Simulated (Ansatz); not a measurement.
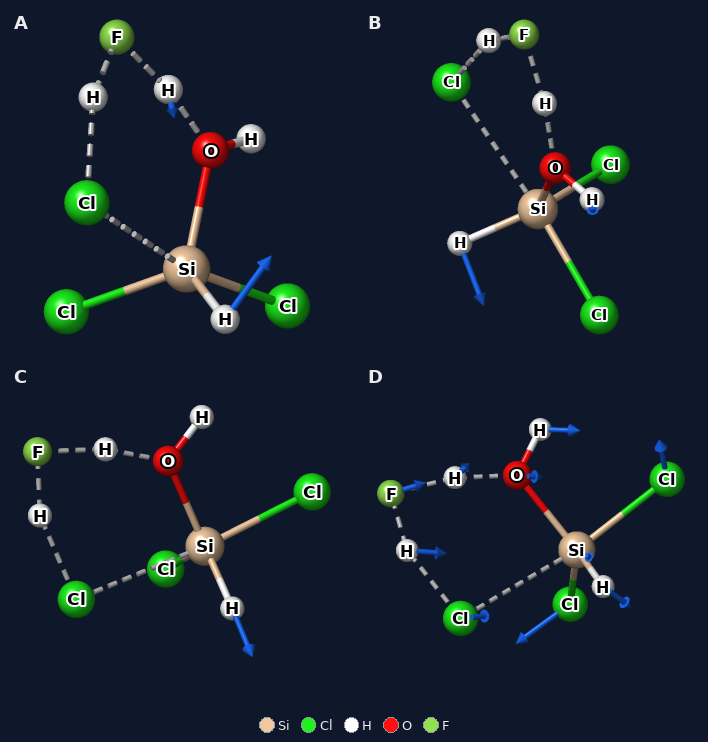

4 normal modes of one molecule or complex, as arrows. Broken sticks mark bonds that form or break. Harmonic vibrations computed with RKS PBE0-D4/def2-TZVP (Ansatz 0.2.0) at a stationary point of the same level. It is a saddle point of order 1.

**Match the panels to the wavenumbers 194 cm⁻¹, 662 cm⁻¹, 916 cm⁻¹, 2351 cm⁻¹.**

A: 662 cm⁻¹
B: 916 cm⁻¹
C: 2351 cm⁻¹
D: 194 cm⁻¹
